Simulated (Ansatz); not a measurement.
Run report: BNH6SO, nudged elastic band (part 2 of 2)

BNH6SO; RKS B3LYP-D4/6-31G* (Ansatz 0.2.0). It belongs to a series of runs on one base structure; here: band between the two ends.

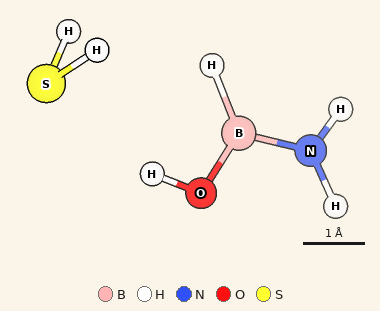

Figure 1. The starting structure (ball-and-stick view, seen at a tilt).

## The last band as extended XYZ, continued
```
10
Properties=species:S:1:pos:R:3:forces:R:3 image=7 energy=-15147.54275
B     0.0496    0.4104   -0.0370    0.0632   1.1003  -0.5053
H    -0.0272   -0.4808    1.4210    0.0206  -0.1847   0.6946
N     1.3684   -0.0489   -0.4383   -0.0510   0.0901  -0.0091
H     1.5138   -1.0447   -0.5915   -0.3343   0.0451  -0.0687
H     1.6173    0.4404   -1.2944    0.3058   0.0707   0.0618
O    -1.1181   -0.0423   -0.6039    0.0773  -0.1614   0.2301
H    -1.9331    0.3101   -0.2167    0.0339   0.1436  -0.0454
S     0.0215    2.1975    0.8218    0.0076   0.1345  -0.8138
H     1.3295    2.1933    1.1687   -0.1206  -0.0422  -0.0558
H    -0.0384    0.2834    1.5870   -0.0025  -1.1960   0.5118
10
Properties=species:S:1:pos:R:3:forces:R:3 image=8 energy=-15148.56584
B    -0.0139    0.5092   -0.1902   -0.0649   0.2590  -0.3401
H     0.2989   -0.5629    1.7350    0.0758  -0.2383   0.4475
N     1.2805    0.0714   -0.6205   -0.0928   0.0404  -0.1093
H     1.4341   -0.9198   -0.7748   -0.2935  -0.0072  -0.1624
H     1.6330    0.6052   -1.4034    0.4182   0.1578   0.1025
O    -1.1221   -0.2723   -0.3565    0.0160  -0.0338   0.0414
H    -1.9131    0.0397    0.1058    0.0287   0.0698   0.0352
S    -0.1700    2.2284    0.5570   -0.0802   0.0832  -0.3905
H     1.1348    2.3583    0.8878   -0.1076  -0.0221  -0.0893
H     0.2211    0.1612    1.8764    0.1002  -0.3088   0.4650
10
Properties=species:S:1:pos:R:3:forces:R:3 image=9 energy=-15148.82718
B    -0.1619    0.5951   -0.1886   -0.0617   0.1210  -0.0217
H     0.6688   -0.4676    2.0248    0.0930  -0.0534   0.1949
N     1.0122    0.0808   -0.7934   -0.1956  -0.0205  -0.1011
H     1.2592   -0.8961   -0.8714   -0.2196  -0.0401  -0.0798
H     1.6088    0.6813   -1.3422    0.1346   0.0465   0.1680
O    -1.3186   -0.0416    0.1488   -0.2640   0.3999   0.2854
H    -1.5226   -0.9299   -0.1299    0.2922  -0.6131  -0.4286
S    -0.2777    2.3777    0.3274    0.0710   0.1562  -0.1084
H     1.0418    2.5797    0.5078    0.0914   0.0664  -0.1183
H     0.4733    0.2390    2.1332    0.0587  -0.0629   0.2096
10
Properties=species:S:1:pos:R:3:forces:R:3 image=10 energy=-15149.13064
B    -0.3643    0.5241   -0.2862   -0.0214  -0.0066   0.0038
H     1.4723   -0.0672    3.0224   -0.0030   0.0081  -0.0075
N     0.7792    0.0685   -0.9800    0.0001  -0.0088  -0.0006
H     0.8557   -0.8599   -1.3733    0.0035   0.0167   0.0050
H     1.6081    0.6264   -1.1166   -0.0033  -0.0080  -0.0006
O    -1.4907   -0.2319   -0.0779    0.0147   0.0059  -0.0050
H    -1.4251   -1.1246   -0.4443    0.0014   0.0092   0.0012
S    -0.4726    2.2259    0.4369    0.0044  -0.0111  -0.0073
H     0.7426    2.6574    0.0377   -0.0017   0.0012   0.0042
H     1.0781    0.3999    2.5980    0.0054  -0.0063   0.0069
```

This output came from the following input.

## Input
```yaml
crystal:
  periodic: [false, false, false]
  atoms:
    - { symbol: B, position_ang: [0.622945, -0.111942, -0.397376] }
    - { symbol: H, position_ang: [1.227726, 0.128867, 0.618917] }
    - { symbol: "N", position_ang: [1.068205, -1.162875, -1.220348] }
    - { symbol: H, position_ang: [1.882114, -1.718305, -1.009171] }
    - { symbol: H, position_ang: [0.60906, -1.404746, -2.088312] }
    - { symbol: O, position_ang: [-0.48379, 0.606094, -0.765562] }
    - { symbol: H, position_ang: [-0.69325, 1.300855, -0.119664] }
    - { symbol: S, position_ang: [-0.73727, 2.668719, 1.958577] }
    - { symbol: H, position_ang: [-1.244797, 1.663025, 2.702964] }
    - { symbol: H, position_ang: [0.532257, 2.248808, 2.136575] }
basis:
  gaussian: { orbitals: "6-31G*" }
hamiltonian:
  xc: b3lyp
  dispersion: d4
neb:
  order_check: false
  images: 9
  f_tol: 0.05
  max_iterations: 25
  spring: { min: 2.0, max: 10.0 }
  final_atoms:
    - { symbol: B, position_ang: [-0.36425718, 0.52412855, -0.28624628] }
    - { symbol: H, position_ang: [1.47232394, -0.06720817, 3.02238926] }
    - { symbol: "N", position_ang: [0.77915058, 0.06847616, -0.98003331] }
    - { symbol: H, position_ang: [0.85566312, -0.85990742, -1.37330259] }
    - { symbol: H, position_ang: [1.60805701, 0.62639062, -1.11655477] }
    - { symbol: O, position_ang: [-1.4907067, -0.2319107, -0.07791869] }
    - { symbol: H, position_ang: [-1.42506696, -1.12464348, -0.44431277] }
    - { symbol: S, position_ang: [-0.47264183, 2.2258727, 0.4368622] }
    - { symbol: H, position_ang: [0.74258987, 2.65738061, 0.03772361] }
    - { symbol: H, position_ang: [1.07808815, 0.39992112, 2.59799334] }
  initial_path:
    images:
      - { positions_ang: [[0.622945, -0.111942, -0.397376], [1.227726, 0.128867, 0.618917], [1.068205, -1.162875, -1.220348], [1.882114, -1.718305, -1.009171], [0.60906, -1.404746, -2.088312], [-0.48379, 0.606094, -0.765562], [-0.69325, 1.300855, -0.119664], [-0.73727, 2.668719, 1.958577], [-1.244797, 1.663025, 2.702964], [0.532257, 2.248808, 2.136575]] }
      - { positions_ang: [[0.47646282, -0.05483663, -0.33685218], [0.89642693, 0.12764663, 0.77731758], [1.10093445, -1.00960839, -1.10072203], [1.76596735, -1.65810512, -0.98723007], [0.9031775, -1.07693464, -1.8117853], [-0.59449573, 0.63262795, -0.81115328], [-0.93288997, 1.08065306, -0.29164872], [-0.44526738, 2.52823897, 1.73657718], [-0.80406444, 1.6731622, 2.60339804], [0.41694847, 1.97565598, 2.03869878]] }
      - { positions_ang: [[0.32998064, 0.00226873, -0.27632836], [0.56512787, 0.12642626, 0.93571817], [1.1336639, -0.85634177, -0.98109606], [1.6498207, -1.59790524, -0.96528914], [1.197295, -0.74912327, -1.53525861], [-0.70520147, 0.65916189, -0.85674456], [-1.17252994, 0.86045112, -0.46363343], [-0.15326475, 2.38775893, 1.51457737], [-0.36333189, 1.6832994, 2.50383207], [0.30163993, 1.70250396, 1.94082256]] }
      - { positions_ang: [[0.18349846, 0.0593741, -0.21580454], [0.2338288, 0.12520589, 1.09411875], [1.16639336, -0.70307516, -0.86147009], [1.53367405, -1.53770535, -0.94334822], [1.4914125, -0.42131191, -1.25873191], [-0.8159072, 0.68569584, -0.90233585], [-1.41216991, 0.64024918, -0.63561815], [0.13873787, 2.2472789, 1.29257755], [0.07740067, 1.69343659, 2.40426611], [0.1863314, 1.42935193, 1.84294635]] }
      - { positions_ang: [[0.03701628, 0.11647946, -0.15528072], [-0.09747026, 0.12398552, 1.25251933], [1.19912281, -0.54980855, -0.74184412], [1.4175274, -1.47750547, -0.92140729], [1.78553001, -0.09350054, -0.98220521], [-0.92661294, 0.71222979, -0.94792713], [-1.65180988, 0.42004724, -0.80760287], [0.43074049, 2.10679886, 1.07057773], [0.51813323, 1.70357379, 2.30470015], [0.07102287, 1.15619991, 1.74507013]] }
      - { positions_ang: [[-0.10946589, 0.17358483, -0.0947569], [-0.42876933, 0.12276514, 1.41091991], [1.23185226, -0.39654194, -0.62221815], [1.30138074, -1.41730559, -0.89946636], [2.07964751, 0.23431082, -0.70567851], [-1.03731867, 0.73876373, -0.99351841], [-1.89144985, 0.1998453, -0.97958759], [0.72274311, 1.96631883, 0.84857791], [0.95886578, 1.71371099, 2.20513418], [-0.04428567, 0.88304789, 1.64719391]] }
      - { positions_ang: [[-0.16042415, 0.24369357, -0.13305478], [-0.04855067, 0.08477048, 1.73321378], [1.14131193, -0.30353832, -0.69378118], [1.21223722, -1.30582595, -0.99423361], [1.98532941, 0.31272678, -0.78785376], [-1.12799628, 0.54462885, -0.81039846], [-1.79817328, -0.06505246, -0.87253262], [0.48366613, 2.0182296, 0.76623477], [0.9156106, 1.90244491, 1.77165207], [0.1801891, 0.78642254, 1.8373538]] }
      - { positions_ang: [[-0.21138241, 0.31380232, -0.17135265], [0.33166798, 0.04677582, 2.05550765], [1.05077159, -0.2105347, -0.76534422], [1.12309369, -1.19434632, -1.08900085], [1.89101131, 0.39114274, -0.87002901], [-1.21867388, 0.35049396, -0.62727852], [-1.7048967, -0.32995021, -0.76547766], [0.24458914, 2.07014038, 0.68389163], [0.87235542, 2.09117884, 1.33816995], [0.40466386, 0.68979718, 2.02751368]] }
      - { positions_ang: [[-0.26234067, 0.38391106, -0.20965053], [0.71188663, 0.00878116, 2.37780152], [0.96023125, -0.11753108, -0.83690725], [1.03395017, -1.08286669, -1.1837681], [1.79669321, 0.4695587, -0.95220427], [-1.30935149, 0.15635907, -0.44415858], [-1.61162012, -0.59484797, -0.6584227], [0.00551215, 2.12205115, 0.60154849], [0.82910023, 2.27991276, 0.90468784], [0.62913862, 0.59317183, 2.21767357]] }
      - { positions_ang: [[-0.31329892, 0.45401981, -0.2479484], [1.09210529, -0.02921351, 2.70009539], [0.86969091, -0.02452746, -0.90847028], [0.94480664, -0.97138705, -1.27853535], [1.70237511, 0.54797466, -1.03437952], [-1.40002909, -0.03777582, -0.26103863], [-1.51834354, -0.85974573, -0.55136773], [-0.23356484, 2.17396193, 0.51920535], [0.78584505, 2.46864668, 0.47120573], [0.85361339, 0.49654647, 2.40783346]] }
      - { positions_ang: [[-0.36425718, 0.52412855, -0.28624628], [1.47232394, -0.06720817, 3.02238926], [0.77915058, 0.06847616, -0.98003331], [0.85566312, -0.85990742, -1.37330259], [1.60805701, 0.62639062, -1.11655477], [-1.4907067, -0.2319107, -0.07791869], [-1.42506696, -1.12464348, -0.44431277], [-0.47264183, 2.2258727, 0.4368622], [0.74258987, 2.65738061, 0.03772361], [1.07808815, 0.39992112, 2.59799334]] }
```

Command:
```bash
ansatz run input.yaml --threads 1 --pin off --max-ram 2048MiB --backend cpu --events-out ev --progress --plain --runs-dir out
```

## Key numbers

- outcome: converged
- barrier, forward: 2.164 eV
- barrier, backward: 2.298 eV
- hardware: 1 thread of Arm Neoverse V2, 24 GiB of memory available, shared host
- wall time: 9.4 min
- peak memory: 0.17 GiB

The order of the saddle point was not checked.
